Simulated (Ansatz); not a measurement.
Input file:

```
crystal:
  periodic: [false, false, false]
  atoms:
    - {symbol: C, position_ang: [-0.331760, 0.274749, -1.316952]}
    - {symbol: C, position_ang: [-0.516936, -0.250748, 0.093720]}
    - {symbol: C, position_ang: [-0.444169, -1.762496, 0.153972]}
    - {symbol: O, position_ang: [0.458413, 0.280112, 0.962570]}
    - {symbol: Al, position_ang: [1.240597, 1.716064, 1.300827]}
    - {symbol: F, position_ang: [0.844860, 3.105452, 0.502885]}
    - {symbol: H, position_ang: [-0.387646, 1.365760, -1.338292]}
    - {symbol: H, position_ang: [-1.103708, -0.118658, -1.982606]}
    - {symbol: H, position_ang: [0.642793, -0.032635, -1.708074]}
    - {symbol: H, position_ang: [-1.504782, 0.065588, 0.456759]}
    - {symbol: H, position_ang: [-1.225515, -2.213309, -0.462456]}
    - {symbol: H, position_ang: [-0.568051, -2.109768, 1.181048]}
    - {symbol: H, position_ang: [0.527051, -2.108009, -0.209986]}
    - {symbol: H, position_ang: [2.355853, 1.758695, 2.395584]}
basis:
  gaussian: {orbitals: def2-TZVPP}
hamiltonian: {xc: pbe0, dispersion: d4}
output: {orbitals: {seedname: orbitals}}
```

Launched as:

```sh
ansatz run in.yaml --threads 2 --pin off --events-out ev --progress --plain --max-ram 32768MiB --backend cuda --devices 0, --max-vram 18GiB
```

Geometry: PBE0-D4/def2-TZVP.

Method: RKS PBE0-D4/def2-TZVPP in Ansatz 0.2.0.

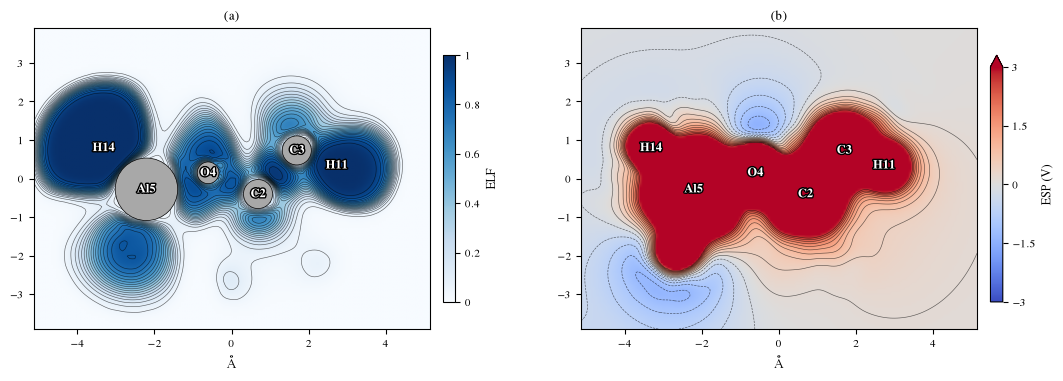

C$_{3}$H$_{8}$AlFO (SMILES CC(C)[O][AlH][F]). (a) electron localisation function; (b) molecular electrostatic potential on the plane of atoms C2, C3 and H11. Grey discs cover the atomic cores in the ELF map.

Interpret the plot.

The section cuts through C, O, Al and H sites. C–O (1.41 Å): the ELF peaks at about 0.85 between the atoms, as expected for a polar covalent bond. C–C (1.51 Å): the ELF peaks at about 0.95 between the atoms: a shared electron pair. Al–O (1.67 Å): the ELF peaks at about 0.85 in the valence shell of O, 0.6 Å from its nucleus, and is about 0.45 at the midpoint. C–H (1.09 Å): the ELF climbs to about 1 towards the hydrogen, as it does in any bond to H; a covalent bond by its length. Al–H (1.56 Å): the ELF climbs to about 1 towards the hydrogen. The ELF also peaks beside F6 and O4, away from the bonds: lone-pair regions. Outside the dense part of the molecule the potential is most negative (−1.4 V) near O4.
